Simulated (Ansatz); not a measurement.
Nudged elastic band, with input and output: BH₃F

BH₃F, multiplicity 2, computed with UKS B3LYP/def2-SVP (Ansatz 0.2.0).

It belongs to a series of runs on one base structure; here: band between the two ends. Figures and captions count atoms from 1; the log counts them from 0 in places.

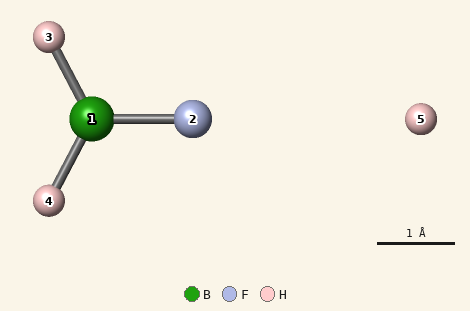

Figure 1. The input geometry (ball-and-stick view, seen on its broad side; atoms are numbered from 1 in the order of the input).

**Input file**
```yaml
crystal:
  periodic: [false, false, false]
  atoms:
    - { symbol: B, position_ang: [0.0, -0.000437, -0.266158] }
    - { symbol: F, position_ang: [0.0, -0.012907, 1.052924] }
    - { symbol: H, position_ang: [1.068351, 0.00396, -0.828456] }
    - { symbol: H, position_ang: [-1.068351, 0.00396, -0.828456] }
    - { symbol: H, position_ang: [0.0, 0.005424, 4.040146] }
magnetization:
  spin_polarized: true
  initial_magnetization: 1
basis:
  gaussian: { orbitals: def2-SVP }
hamiltonian:
  xc: b3lyp
neb:
  order_check: false
  images: 5
  f_tol: 0.05
  max_iterations: 60
  final_atoms:
    - { symbol: B, position_ang: [-1.13e-06, -0.3105863, 0.06602433] }
    - { symbol: F, position_ang: [-7.13e-06, 0.63664541, 1.7140296] }
    - { symbol: H, position_ang: [1.08940385, -0.05656451, -0.36591905] }
    - { symbol: H, position_ang: [-1.0894012, -0.05656464, -0.36593141] }
    - { symbol: H, position_ang: [5.6e-06, -0.21292996, 2.12179653] }
  initial_path:
    images:
      - { positions_ang: [[0.0, -0.000437, -0.266158], [0.0, -0.012907, 1.052924], [1.068351, 0.00396, -0.828456], [-1.068351, 0.00396, -0.828456], [0.0, 0.005424, 4.040146]] }
      - { positions_ang: [[0.0, -0.00011654, -0.17743859], [0.0, -0.00886272, 1.22528256], [1.055734, 0.00297883, -0.75063719], [-1.055734, 0.00297883, -0.75063719], [0.0, 0.00302159, 3.62343042]] }
      - { positions_ang: [[0.0, 0.00020392, -0.08871919], [0.0, -0.00481844, 1.39764112], [1.043117, 0.00199767, -0.67281839], [-1.043117, 0.00199767, -0.67281839], [0.0, 0.00061919, 3.20671484]] }
      - { positions_ang: [[0.0, 0.00052438, 2.2e-07], [0.0, -0.00077416, 1.56999968], [1.0305, 0.0010165, -0.59499958], [-1.0305, 0.0010165, -0.59499958], [0.0, -0.00178322, 2.78999926]] }
      - { positions_ang: [[-3.8e-07, -0.10317918, 0.02200825], [-2.38e-06, 0.21169903, 1.61800965], [1.05013462, -0.01817717, -0.5186394], [-1.05013373, -0.01817721, -0.51864352], [1.87e-06, -0.07216547, 2.56726502]] }
      - { positions_ang: [[-7.5e-07, -0.20688274, 0.04401629], [-4.75e-06, 0.42417222, 1.66601963], [1.06976924, -0.03737084, -0.44227923], [-1.06976747, -0.03737093, -0.44228747], [3.73e-06, -0.14254771, 2.34453078]] }
      - { positions_ang: [[-1.13e-06, -0.3105863, 0.06602433], [-7.13e-06, 0.63664541, 1.7140296], [1.08940385, -0.05656451, -0.36591905], [-1.0894012, -0.05656464, -0.36593141], [5.6e-06, -0.21292996, 2.12179653]] }
```

Hardware: 1 thread of Arm Neoverse V1, 24 GiB of memory available, shared host.

Launched with:
```bash
ansatz run input.yaml --threads 1 --pin off --max-ram 2048MiB --backend cpu --events-out ev --progress --plain --runs-dir out
```

**What the program printed**
```
Engine: ansatz 0.2.0, aarch64-unknown-linux-gnu
Functional definition: B3LYP
  parameter a0 = 0.2
  parameter ax = 0.72
  parameter ac = 0.81
  exchange = (1 - a0 - ax)*slater_x + ax*b88_x + a0*exact_x
  correlation = (1 - ac)*vwn_rpa_c + ac*lyp_c
465 factors; integrals over basis functions are off by at most 4.0e-4 eV
mean field evaluation 1: about -3436.8003 eV, gradient 1.6e1 eV
mean field evaluation 2: about -3436.1898 eV, gradient 2.3e1 eV
mean field evaluation 4: about -3437.6989 eV, gradient 3.9e-1 eV
mean field evaluation 8: about -3437.7198 eV, gradient 1.6e-2 eV
mean field evaluation 16: about -3437.7198 eV, gradient 2.1e-5 eV
mean field -3437.71979322 eV, -126.3338722306 hartree, gradient 2.1e-5 eV, S^2 0.750004; 0 other end points of the search recorded, 0 dependent functions left out
the calculation of the forces begins
reference -3437.72003380 eV, -126.3338810718 hartree; 9, 8 occupied and 34, 35 virtual orbitals, 465 factors
467 factors; integrals over basis functions are off by at most 1.4e-3 eV
mean field evaluation 32: about -3436.3938 eV, gradient 9.4e-6 eV
mean field -3436.39384027 eV, -126.2851443585 hartree, gradient 9.4e-6 eV, S^2 0.751548; 0 other end points of the search recorded, 0 dependent functions left out
[... from here on the field's lines of each further geometry are left out, up to the last ...]
NEB iter   1: max|band force component| = 6.029e0 eV/Å  barrier→ = 2.2099 eV  barrier← = 0.8840 eV  Δτ_max = 0.1908 Å  (328 SCF iters)
NEB iter   2: max|band force component| = 5.506e0 eV/Å  barrier→ = 2.2902 eV  barrier← = 0.9642 eV  Δτ_max = 0.2000 Å  (162 SCF iters)
NEB iter   3: max|band force component| = 6.720e0 eV/Å  barrier→ = 1.9023 eV  barrier← = 0.5764 eV  Δτ_max = 0.0993 Å  (151 SCF iters)
NEB iter   4: max|band force component| = 1.362e0 eV/Å  barrier→ = 1.6930 eV  barrier← = 0.3671 eV  Δτ_max = 0.1920 Å  (141 SCF iters)
NEB iter   5: max|band force component| = 1.001e0 eV/Å  barrier→ = 1.6801 eV  barrier← = 0.3541 eV  Δτ_max = 0.2000 Å  (140 SCF iters)
NEB iter   6: max|band force component| = 7.981e-1 eV/Å  barrier→ = 1.5627 eV  barrier← = 0.2367 eV  Δτ_max = 0.2000 Å  (146 SCF iters)
NEB iter   7: max|band force component| = 1.254e0 eV/Å  barrier→ = 1.5930 eV  barrier← = 0.2671 eV  Δτ_max = 0.1003 Å  (136 SCF iters)
NEB iter   8: max|band force component| = 7.384e-1 eV/Å  barrier→ = 1.4813 eV  barrier← = 0.1554 eV  Δτ_max = 0.1003 Å  (139 SCF iters)
NEB iter   9: max|band force component| = 1.970e0 eV/Å  barrier→ = 1.5250 eV  barrier← = 0.1990 eV  Δτ_max = 0.0507 Å  (139 SCF iters)
NEB iter  10: max|band force component| = 5.511e-1 eV/Å  barrier→ = 1.5646 eV  barrier← = 0.2386 eV  Δτ_max = 0.0993 Å  (142 SCF iters)
NEB iter  11: max|band force component| = 6.433e-1 eV/Å  barrier→ = 1.6399 eV  barrier← = 0.3140 eV  CI = image 5  Δτ_max = 0.1014 Å  (135 SCF iters)
NEB iter  12: max|band force component| = 7.008e-1 eV/Å  barrier→ = 1.6028 eV  barrier← = 0.2768 eV  CI = image 5  Δτ_max = 0.0500 Å  (141 SCF iters)
NEB iter  13: max|band force component| = 3.012e-1 eV/Å  barrier→ = 1.6000 eV  barrier← = 0.2740 eV  CI = image 5  Δτ_max = 0.0757 Å  (140 SCF iters)
NEB iter  14: max|band force component| = 2.229e-1 eV/Å  barrier→ = 1.5846 eV  barrier← = 0.2586 eV  CI = image 5  Δτ_max = 0.0998 Å  (136 SCF iters)
NEB iter  15: max|band force component| = 1.752e-1 eV/Å  barrier→ = 1.5682 eV  barrier← = 0.2423 eV  CI = image 5  Δτ_max = 0.0664 Å  (130 SCF iters)
NEB iter  16: max|band force component| = 1.457e-1 eV/Å  barrier→ = 1.5621 eV  barrier← = 0.2362 eV  CI = image 5  Δτ_max = 0.1001 Å  (135 SCF iters)
NEB iter  17: max|band force component| = 1.537e0 eV/Å  barrier→ = 1.5617 eV  barrier← = 0.2357 eV  CI = image 5  Δτ_max = 0.0501 Å  (139 SCF iters)
NEB iter  18: max|band force component| = 5.181e-1 eV/Å  barrier→ = 1.5617 eV  barrier← = 0.2357 eV  CI = image 5  Δτ_max = 0.0992 Å  (135 SCF iters)
NEB iter  19: max|band force component| = 3.287e0 eV/Å  barrier→ = 1.5617 eV  barrier← = 0.2357 eV  CI = image 5  Δτ_max = 0.0509 Å  (131 SCF iters)
NEB iter  20: max|band force component| = 5.463e-1 eV/Å  barrier→ = 1.5617 eV  barrier← = 0.2357 eV  CI = image 5  Δτ_max = 0.1009 Å  (124 SCF iters)
NEB iter  21: max|band force component| = 1.185e-1 eV/Å  barrier→ = 1.5617 eV  barrier← = 0.2357 eV  CI = image 5  Δτ_max = 0.2000 Å  (124 SCF iters)
NEB iter  22: max|band force component| = 3.137e-1 eV/Å  barrier→ = 1.5617 eV  barrier← = 0.2357 eV  CI = image 5  Δτ_max = 0.1014 Å  (122 SCF iters)
NEB iter  23: max|band force component| = 2.555e-1 eV/Å  barrier→ = 1.5617 eV  barrier← = 0.2357 eV  CI = image 5  Δτ_max = 0.0988 Å  (118 SCF iters)
NEB iter  24: max|band force component| = 1.888e0 eV/Å  barrier→ = 1.5617 eV  barrier← = 0.2357 eV  CI = image 5  Δτ_max = 0.0507 Å  (127 SCF iters)
NEB iter  25: max|band force component| = 9.060e-1 eV/Å  barrier→ = 1.5617 eV  barrier← = 0.2357 eV  CI = image 5  Δτ_max = 0.1007 Å  (131 SCF iters)
NEB iter  26: max|band force component| = 1.433e-1 eV/Å  barrier→ = 1.5617 eV  barrier← = 0.2357 eV  CI = image 5  Δτ_max = 0.1616 Å  (120 SCF iters)
NEB iter  27: max|band force component| = 1.363e-1 eV/Å  barrier→ = 1.5617 eV  barrier← = 0.2357 eV  CI = image 5  Δτ_max = 0.1043 Å  (125 SCF iters)
NEB iter  28: max|band force component| = 7.878e-2 eV/Å  barrier→ = 1.5617 eV  barrier← = 0.2357 eV  CI = image 5  Δτ_max = 0.0750 Å  (119 SCF iters)
the calculation of the forces begins
reference -3436.33070117 eV, -126.2828240394 hartree; 9, 8 occupied and 34, 35 virtual orbitals, 467 factors
467 factors; integrals over basis functions are off by at most 1.4e-3 eV
mean field evaluation 1184: about -3436.1058 eV, gradient 3.0e0 eV
mean field -3436.15810987 eV, -126.2764814261 hartree, gradient 1.3e-5 eV, S^2 0.754139; 1 other end points of the search recorded, 0 dependent functions left out
the calculation of the forces begins
reference -3436.15829258 eV, -126.2764881406 hartree; 9, 8 occupied and 34, 35 virtual orbitals, 467 factors
NEB iter  29: max|band force component| = 3.948e-2 eV/Å  barrier→ = 1.5617 eV  barrier← = 0.2357 eV  CI = image 5  Δτ_max = 0.0000 Å  (253 SCF iters)
```

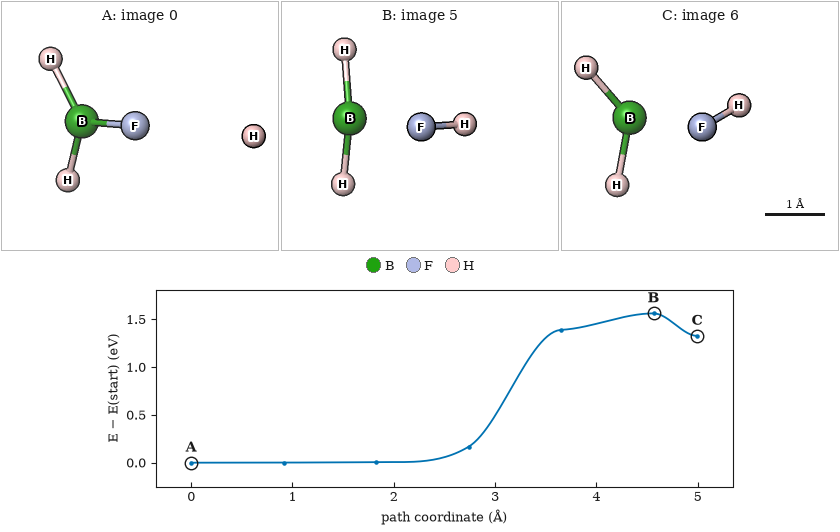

Figure 2. Images of the last band (counted from 0; ball-and-stick, seen at a tilt) above the energy along the path; the line is a cubic interpolation that uses the forces. The highest image is number 5, 1.562 eV above the start and 0.236 eV above the end (the climbing image); the end lies 1.326 eV above the start. The path is 4.99 Å long. The band converged in 29 iterations.

```
Total energy: -3436.15829258 eV, -126.2764881406 hartree
Atom 0 at     0.000020     0.012971    -0.043024 Å, force     0.000007     0.000174     0.000277 eV/Å
Atom 1 at    -0.000094     0.603116     1.682304 Å, force     0.000009     0.000008    -0.000174 eV/Å
Atom 2 at     1.153200    -0.178488    -0.260997 Å, force     0.000004    -0.000058    -0.000077 eV/Å
Atom 3 at    -1.153126    -0.178491    -0.261166 Å, force    -0.000005    -0.000065    -0.000064 eV/Å
Atom 4 at    -0.000000    -0.259108     2.052883 Å, force    -0.000014    -0.000059     0.000037 eV/Å
Dipole moment:     0.000009    -0.197244     0.578984 e Å
this run last wrote the band of iteration 29 to [file]
```

**The last band as extended XYZ (Å, eV, eV/Å)**
```
5
Properties=species:S:1:pos:R:3:forces:R:3 image=0 energy=-3437.71979
B     0.0000   -0.0004   -0.2662    0.0000  -0.0085   0.0068
F     0.0000   -0.0129    1.0529    0.0000   0.0025  -0.0022
H     1.0684    0.0040   -0.8285   -0.0057   0.0030  -0.0029
H    -1.0684    0.0040   -0.8285    0.0057   0.0030  -0.0029
H     0.0000    0.0054    4.0401    0.0000   0.0000   0.0013
5
Properties=species:S:1:pos:R:3:forces:R:3 image=1 energy=-3437.71872
B    -0.0047    0.0579   -0.1877   -0.0053   0.0089   0.0138
F    -0.0264    0.6878    0.9714    0.0014  -0.0061  -0.0127
H     1.0713   -0.2249   -0.6549    0.0098  -0.0013  -0.0041
H    -1.0626   -0.1969   -0.7096   -0.0057  -0.0009  -0.0033
H     0.0224   -0.3239    3.7508   -0.0001  -0.0006   0.0063
5
Properties=species:S:1:pos:R:3:forces:R:3 image=2 energy=-3437.71314
B    -0.0999    0.0821   -0.1014    0.0162  -0.0385  -0.0285
F    -0.3863    0.7537    0.9958   -0.0261   0.0376   0.0253
H     0.9892   -0.4339   -0.1742   -0.0030   0.0003  -0.0216
H    -0.9447    0.0208   -0.9620    0.0086   0.0062   0.0024
H     0.4417   -0.4227    3.4118    0.0043  -0.0055   0.0224
5
Properties=species:S:1:pos:R:3:forces:R:3 image=3 energy=-3437.55277
B    -0.1267    0.0653    0.0749   -0.2153  -0.1903   0.1432
F    -0.5902    0.4163    1.2658   -0.1069   0.1682  -0.3830
H     0.9889   -0.3928    0.0048   -0.0256   0.1168  -0.0043
H    -0.8957    0.1763   -0.8419    0.0427   0.0679  -0.1780
H     0.6236   -0.2651    2.6665    0.3052  -0.1627   0.4221
5
Properties=species:S:1:pos:R:3:forces:R:3 image=4 energy=-3436.33052
B    -0.0019    0.2877   -0.0985   -0.0038   0.0308  -0.0021
F    -0.3823    0.1497    1.7587   -0.0361  -0.0355   0.0042
H     1.0164   -0.3611   -0.0984   -0.0140  -0.0265   0.0115
H    -1.0753   -0.0247   -0.5354    0.0038   0.0030  -0.0262
H     0.4431   -0.0516    2.1437    0.0502   0.0282   0.0125
5
Properties=species:S:1:pos:R:3:forces:R:3 image=5 energy=-3436.15811
B     0.0000    0.0130   -0.0430    0.0000   0.0002   0.0003
F    -0.0001    0.6031    1.6823    0.0000   0.0000  -0.0002
H     1.1532   -0.1785   -0.2610    0.0000  -0.0001  -0.0001
H    -1.1531   -0.1785   -0.2612    0.0000  -0.0001  -0.0001
H     0.0000   -0.2591    2.0529    0.0000  -0.0001   0.0000
5
Properties=species:S:1:pos:R:3:forces:R:3 image=6 energy=-3436.39384
B     0.0000   -0.3106    0.0660    0.0000  -0.0187   0.0118
F     0.0000    0.6366    1.7140    0.0000   0.0140  -0.0067
H     1.0894   -0.0566   -0.3659    0.0081   0.0084  -0.0072
H    -1.0894   -0.0566   -0.3659   -0.0081   0.0084  -0.0072
H     0.0000   -0.2129    2.1218    0.0000  -0.0122   0.0094
```

**Results in brief**

```tsv
quantity	value
outcome	converged
barrier, forward	1.562 eV
barrier, backward	0.236 eV
wall time	2.7 min
peak memory	0.098 GiB
```

**Notes**

The order of the saddle point was not checked.
